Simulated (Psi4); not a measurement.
# One shape, several levels: singlet [SiF3]−

Aim: a comparison of 4 runs (HF/STO-3G, HF/3-21G, B3LYP/6-31G*, wB97X-V/aug-cc-pVDZ) of singlet [SiF3]−. 

Program for the calculation: Psi4 1.11.

**1. The system as given**

[SiF3]−: 4 atoms, total charge -1, spin state singlet. SMILES of the parent species: `F[Si](F)F`. The shape is that of a PBE0-D4/def2-TZVP optimisation. That shape belongs to the parent species and isn't relaxed for this state.

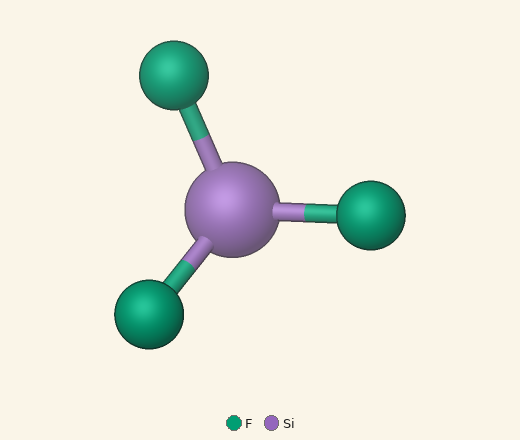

Viewed from a chosen angle; fluorine teal, silicon purple.

**2. The energy at HF/STO-3G (run 1)**

Input file calc.in:

```
memory 1600 mb

molecule {
  -1 1
  F      1.48315155    -0.95816673     2.17639758
  Si    -0.53432006     0.40262505     0.44272504
  F     -1.87887910    -1.68610813    -1.21762613
  F      0.93004761     2.24164982    -1.40149648
  units au
  symmetry c1
  no_reorient
  no_com
}

set {
  basis         STO-3G
  puream        true
  e_convergence 1e-09
  d_convergence 1e-08
  scf_type      pk
}

result, w = energy('hf', return_wfn=True)
oeprop(w, 'MULLIKEN_CHARGES', 'WIBERG_LOWDIN_INDICES', 'MAYER_INDICES')
print_variables()
```

Launch:

```console
$ psi4 -i calc.in -o calc.out -n 1
```

calc.out:

```text
[...]
  Running in c1 symmetry.
[...]
  Nuclear repulsion =  176.798451345898798
[...]
  Multiplicity = 1
[...]
  Nalpha       = 21
  Nbeta        = 21
[...]
    Number of basis functions: 24
[...]
   @RHF iter   1:  -579.47978207158849   -1.40289e+00   9.67584e-03 DIIS/ADIIS
[...]
   @RHF iter   9:  -579.53386645703984   -2.04636e-12   6.26920e-09 DIIS
[...]
  @RHF Final Energy:  -579.53386645703984
   => Energetics <=
    Nuclear Repulsion Energy =            176.7984513458987976
    One-Electron Energy =               -1183.1223960774564148
    Two-Electron Energy =                 426.7900782745177253
    Total Energy =                       -579.5338664570399487
[...]
 Multipole Moments:
 ------------------------------------------------------------------------------------
     Multipole            Electronic (a.u.)      Nuclear  (a.u.)        Total (a.u.)
 ------------------------------------------------------------------------------------
 L = 1.  Multiply by 2.5417464519 to convert [e a0] to [Debye]
 Dipole X            :          3.1089710           -2.6716003            0.4373707
 Dipole Y            :         -2.3430192            2.0131253           -0.3298938
 Dipole Z            :         -2.5762485            2.2136253           -0.3626232
 Magnitude           :                                                    0.6569769
[...]
  Mulliken Charges: (a.u.)
   Center  Symbol    Alpha    Beta     Spin     Total
       1     F     4.73802  4.73802  0.00000 -0.47604
       2    SI     6.78594  6.78594  0.00000  0.42812
       3     F     4.73802  4.73802  0.00000 -0.47603
       4     F     4.73802  4.73802  0.00000 -0.47604
   Total alpha = 21.00000, Total beta = 21.00000, Total charge = -1.00000
  Mayer Bond Indices:
[...]
```

Wall time 2.5 s (1 thread of Intel Xeon at 2.70GHz, shared host); peak memory 0.18 GiB.

**3. Energy and forces at HF/3-21G (run 2)**

Input file job.inp:

```
memory 1600 MB

molecule m {
  -1 1
  F
  Si 1 r2
  F 2 r3 1 a3
  F 2 r4 3 a4 1 d4

  r2 = 1.58113
  r3 = 1.581117
  a3 = 107.93279
  r4 = 1.581128
  a4 = 107.92824
  d4 = 116.38705
  units angstrom
  symmetry c1
}

set {
  basis         3-21G
  reference     rhf
  puream        true
  e_convergence 1e-09
  d_convergence 1e-08
  scf_type      pk
}

e, wfn = gradient('hf', return_wfn=True)
oeprop(wfn, 'LOWDIN_CHARGES', 'WIBERG_LOWDIN_INDICES', 'MAYER_INDICES')
print_variables()
```

Launch:

```console
$ psi4 -n 1 job.inp job.out
```

job.out:

```text
[...]
  Running in c1 symmetry.
[...]
  Nuclear repulsion =  176.798443899773503
[...]
  Multiplicity = 1
[...]
  Nalpha       = 21
  Nbeta        = 21
[...]
    Number of basis functions: 40
[...]
   @RHF iter   1:  -584.18544574139605   -9.43499e-01   1.18749e-02 DIIS/ADIIS
[...]
   @RHF iter  10:  -584.25235063433831   -7.95808e-13   6.36377e-09 DIIS
[...]
  @RHF Final Energy:  -584.25235063433831
   => Energetics <=
    Nuclear Repulsion Energy =            176.7984438997735026
    One-Electron Energy =               -1178.9487913521766131
    Two-Electron Energy =                 417.8979968180648825
    Total Energy =                       -584.2523506343381996
[...]
 Multipole Moments:
 ------------------------------------------------------------------------------------
     Multipole            Electronic (a.u.)      Nuclear  (a.u.)        Total (a.u.)
 ------------------------------------------------------------------------------------
 L = 1.  Multiply by 2.5417464519 to convert [e a0] to [Debye]
 Dipole X            :         -1.2120372            0.4251358           -0.7869014
 Dipole Y            :         -0.7516671            0.2635390           -0.4881281
 Dipole Z            :         -0.5468378            0.1918256           -0.3550122
 Magnitude           :                                                    0.9917240
[...]
  -Total Gradient:
     Atom            X                  Y                   Z
    ------   -----------------  -----------------  -----------------
       1        0.034774608518     0.021582774318     0.067891185102
       2       -0.148839040198    -0.092321441199    -0.067147054004
       3        0.034793398370     0.071248058701    -0.000372919644
       4        0.079271033313    -0.000509391819    -0.000371211454
[...]
```

Wall time 3.9 s (1 thread of Intel Xeon at 2.70GHz, shared host); peak memory 0.18 GiB.

Run 3 isn't shown in full; the table further down has it.

**4. The energy at wB97X-V/aug-cc-pVDZ (run 4)**

Input file input.inp:

```
memory 1.6 GB

molecule m {
  -1 1
  F      1.48315155    -0.95816673     2.17639758
  Si    -0.53432006     0.40262505     0.44272504
  F     -1.87887910    -1.68610813    -1.21762613
  F      0.93004761     2.24164982    -1.40149648
  units bohr
  symmetry c1
}

set puream true
set e_convergence 1e-09
set d_convergence 1e-08
set scf_type pk
set dft_radial_points 99
set dft_spherical_points 590

result, w = energy('wb97x-v/aug-cc-pVDZ', return_wfn=True)
print_variables()
```

Launch:

```console
$ psi4 input.inp input.out -n 1
```

input.out:

```text
[...]
  Running in c1 symmetry.
[...]
  Nuclear repulsion =  176.798451345898798
[...]
  Multiplicity = 1
[...]
  Nalpha       = 21
  Nbeta        = 21
[...]
    Number of basis functions: 96
[...]
   @RKS iter   1:  -588.92843398912316   -6.04293e-01   6.74500e-03 DIIS/ADIIS
[...]
   @RKS iter  12:  -589.08685103084088   -6.25278e-12   2.48580e-09 DIIS
[...]
  @RKS Final Energy:  -589.08685103084088
   => Energetics <=
    Nuclear Repulsion Energy =            176.7984513458987976
    One-Electron Energy =               -1180.2458606657996825
    Two-Electron Energy =                 452.7464129778902588
    DFT Exchange-Correlation Energy =     -38.5599621547926574
    Empirical Dispersion Energy =           0.0000000000000000
    VV10 Nonlocal Energy =                  0.1741074659623283
    Total Energy =                       -589.0868510308408759
[...]
 Multipole Moments:
 ------------------------------------------------------------------------------------
     Multipole            Electronic (a.u.)      Nuclear  (a.u.)        Total (a.u.)
 ------------------------------------------------------------------------------------
 L = 1.  Multiply by 2.5417464519 to convert [e a0] to [Debye]
 Dipole X            :          1.2515957           -0.3567990            0.8947967
 Dipole Y            :         -0.9434176            0.2688580           -0.6745596
 Dipole Z            :         -1.0372637            0.2956353           -0.7416285
 Magnitude           :                                                    1.3437650
[...]
```

Run time: 50 s. Hardware: 1 thread of Intel Xeon at 2.70GHz, shared host; peak memory 0.81 GiB.

**5. The series**

```
run                               level      task         integration grid  energy (Eh)  HOMO energy (eV)  LUMO energy (eV)  HOMO–LUMO gap (eV)  wall time
  1                           HF/STO-3G    energy                        –  -579.533866              4.97             23.95               18.98      2.5 s
  2                            HF/3-21G  gradient                        –  -584.252351             -0.89             12.57               13.46      3.9 s
  3  B3LYP/6-31G* (spherical functions)  gradient  99 radial × 590 angular  -589.163986              1.85              8.00                6.16       12 s
  4                 wB97X-V/aug-cc-pVDZ    energy  99 radial × 590 angular  -589.086851             -1.70              5.02                6.72       50 s
```

**6. Outcome**

```
                                                    quantity          value
                                         run 4: total energy  -589.08685 Eh
                                          run 4: HOMO energy       -1.70 eV
                                          run 4: LUMO energy        5.02 eV
run 4: HOMO–LUMO gap (to an unbound level, set by the basis)        6.72 eV
```

**Reading.** The HOMO–LUMO gap runs from 6.16 eV (B3LYP/6-31G*) to 18.98 eV (HF/STO-3G). The two ends differ in method and basis. The empty levels of an anion lie above zero and hang on the basis. Totals of different functionals can't be ranked against each other. In runs 1, 3 the HOMO lies above zero, so the outermost electron may be held by the basis alone. In run 1 the basis is minimal, so the values are rough. All runs together took 68 s, the longest 50 s.
